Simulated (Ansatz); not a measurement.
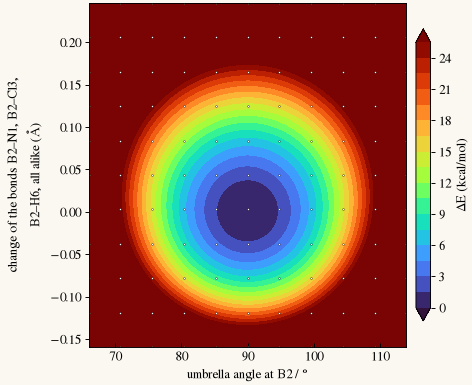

BClH3N, SMILES NBCl. 
- Coordinates scanned: (1) umbrella angle at B2 (between each of its bonds and their common axis; 90 is planar); (2) change of the bonds B2–N1, B2–Cl3, B2–H6, all alike.
- Nothing is relaxed (all other coordinates rigid).
- The grid has 11 × 11 points; 66 points were computed and 55 follow by symmetry.
- Points are written as (first, second).
- All energies are given in kcal/mol relative to the lowest grid point.
- The calculation used RKS r2SCAN-D4/def2-TZVP in Ansatz 0.2.0.

In the figure: filled contours, dots at the grid points, one colour for all values above the top of the scale. Between grid points the surface is interpolated.

### Where is the minimum, and how stiff is the well along each coordinate?

The interpolated minimum is at the first coordinate ≈ 90.0°, the second coordinate ≈ 0.000 Å. The curvatures there are about 19 eV/rad² and 97.1 eV/Å², with a cross term of about 0 eV/(rad·Å). Round the minimum the two coordinates are nearly uncoupled. (1 eV is 23.1 kcal/mol.)
